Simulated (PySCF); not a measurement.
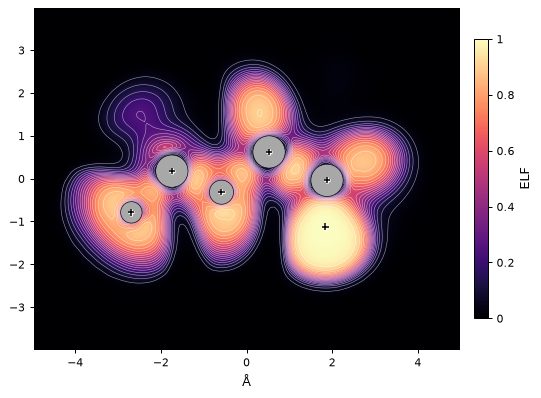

The ELF on a plane through atoms (crosses mark nuclei in the plane; grey discs cover the cores).

Theory: PySCF, PBE0/pcSseg-1, SCF density, gas phase, non-relativistic.

Candidates:
A. C$_{4}$H$_{4}$F$_{3}$O$_{2}$ (charge −1)
B. C$_{6}$H$_{17}$AlN$_{2}$

Question: Which candidate gave the map?

Answer: Candidate A: C$_{4}$H$_{4}$F$_{3}$O$_{2}$ on the plane of atoms C4, C3 and H11, which holds C, O, F and H. C–O (1.28 Å): the ELF peaks at about 0.90 between the atoms: a short, strongly polar bond. C–F (1.35 Å): the ELF peaks at about 0.85 between the atoms; a polar covalent bond.
